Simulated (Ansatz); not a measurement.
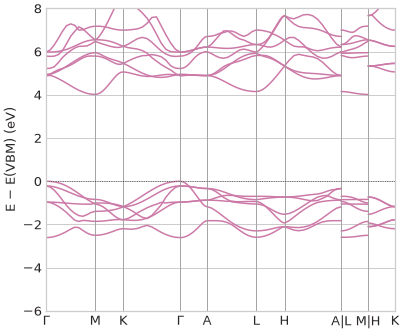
Figure: Band structure from r²SCAN+D4 in the plane-wave PAW code Ansatz

Task: Read off the gap and where the band edges lie.

Result: About 4.0 eV (4.02 eV by a search for the band edges); maximum at Γ, minimum at M.

The material is CaI$_{2}$ (CdI2 type, space group No. 164).

Space group P-3m1 (CdI2 type). The workflow started from a Materials Project entry (that database holds measured and hypothetical structures alike); the Crystallography Open Database files this formula in space group No. 164, but the cells were not matched. Its standing as an ambient phase is unchecked. The cell was relaxed with r²SCAN+D4 under the symmetry of its start; phonons on a q-mesh show no instability. Scalar-relativistic: spin–orbit coupling is off unless named, which matters more the heavier the elements.

Potentials: the later of the program's two PAW sets.
